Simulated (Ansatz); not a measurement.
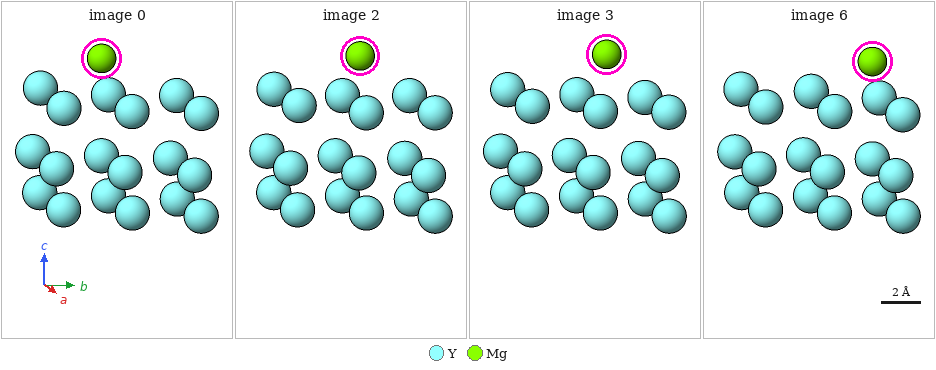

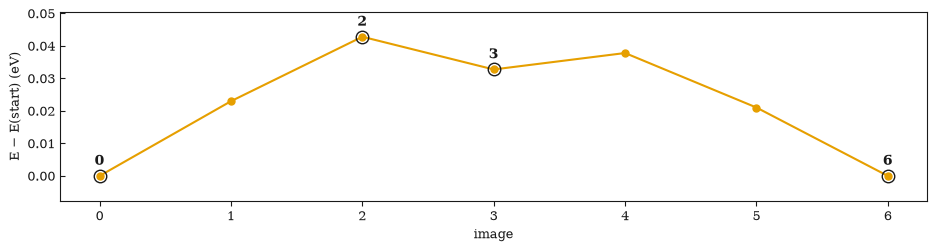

NEB run on Mg on Y(0001) (19 atoms in the cell). Images are numbered from 0 (start) to 6 (end). The picture is a spheres-only view of the simulation cell, with the vacuum cut short (origin moved), seen slightly off an axis. The moving atom is ringed, with any periodic copies.

Level of theory: DFT PBE-D3(BJ), scalar-relativistic, plane waves, PAW in Ansatz 0.2.0. Set-up: plane-wave cutoff 420 eV; k-point mesh 3 × 2 × 1; Fermi-Dirac smearing 0.15 eV; 6 atoms held fixed; 5 movable images; climbing image; force threshold 0.05 eV/Å; iteration limit 80; starting path by straight interpolation.

Q: Describe the mechanism and the energy profile.

A: The barrier is about 0.043 eV in both directions, with image 2 at the top; the ends have the same energy. The adsorbate starts on a bridge site and hops by a lattice vector of the surface; other mechanisms, such as exchange with a surface atom, weren't searched. The Mg atom travels furthest, 3.65 Å from end to end, on a path that bends up to 1.04 Å away from the straight line. At the highest image its nearest neighbour (Y) is 3.18 Å away, against 3.25 Å at the start, and the surrounding atoms stand up to 0.14 Å off the mean of their end positions. The band converged in 8 iterations. The largest component of the band force went from 1.6 to 0.028 eV/Å. The climbing image converged on the top of the path. A check of its curvatures didn't confirm a first-order saddle.

Limits of the set-up: the periodic images lie only 7.3 Å apart, so the values are limited by the cell's size.

The run took 8.8 min on 4 threads of AMD EPYC 9R45 96-Core Processor (Zen 5), with other jobs on the host, peak memory 6.8 GiB.
